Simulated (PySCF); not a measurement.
## Electronic structure of C5H9ClFSi (SMILES C/C(=C/[SiH]Cl)CCF) (doublet) in real space

```xyz
17

C    -1.6080   -0.9944    0.8703
C    -0.2737   -0.5440    0.3609
C     0.4554   -1.2830   -0.4943
Si    2.1410   -0.9206   -1.1416
Cl    2.6907   -2.2840   -2.5534
C     0.1795    0.8063    0.8382
C    -0.3063    1.9294   -0.0761
F     0.2885    1.8442   -1.3118
H    -2.3789   -0.2595    0.6369
H    -1.8948   -1.9468    0.4329
H    -1.5800   -1.1052    1.9556
H     0.0530   -2.2514   -0.7749
H     2.6027    0.3906   -1.5448
H    -0.2184    1.0058    1.8351
H     1.2701    0.8382    0.8772
H    -1.3862    1.8733   -0.2460
H    -0.0416    2.9132    0.3260
```

Geometry: GFN2-xTB.

These are results of PySCF 2.14.0, density-fitted response routines, UKS B3LYP, pcH-1 on C Cl F H Si, non-relativistic, mean-field spin-orbit, GIAO, not measurements.

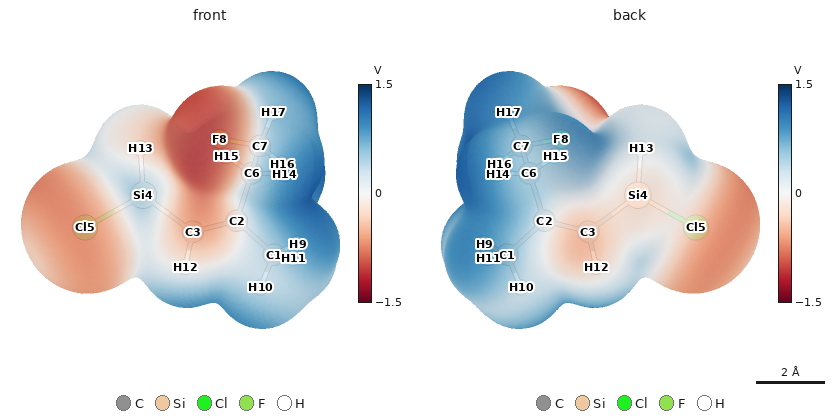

Figure 1. The molecular electrostatic potential painted on the density surface at 0.002 e/bohr³, seen from the front and from behind; the colour scale runs from red (negative) to blue (positive).

Describe the electrostatic potential map.

Answer. The most negative region (about −1.0 V) lies over F8, the most positive (about +1.2 V) over C7, H9, H14 and H16.

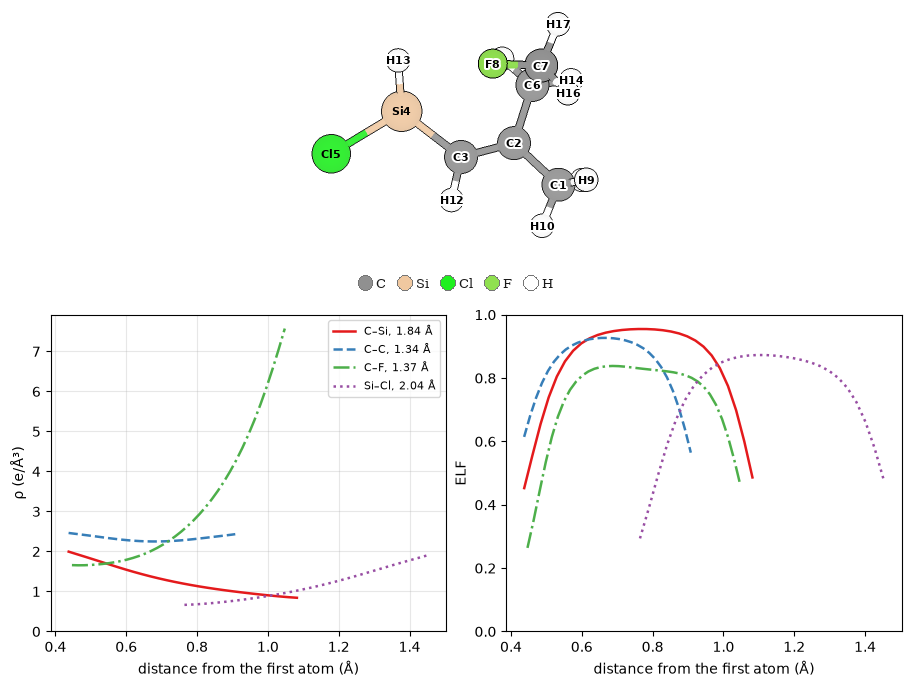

Figure 2. Total electron density and ELF along straight lines between neighbouring atoms. The curves leave out the atomic cores. The structure is drawn too.

What kind of bonding do the profiles show?

Answer. C–Si (1.84 Å): ρ is about 0.98 e/Å³ halfway; the ELF peaks at about 0.95 between the atoms; a shared electron pair.
C–C (1.34 Å): ρ is about 2.3 e/Å³ halfway; the ELF peaks at about 0.95 between the atoms: a short, multiple covalent bond.
C–F (1.37 Å): ρ is about 2.1 e/Å³ halfway, with its minimum of 1.7 e/Å³ about 0.5 Å from C; the ELF peaks at about 0.85 between the atoms; a polar covalent bond.
Si–Cl (2.04 Å): ρ is about 0.92 e/Å³ halfway; the ELF peaks at about 0.85 between the atoms (a polar covalent bond).
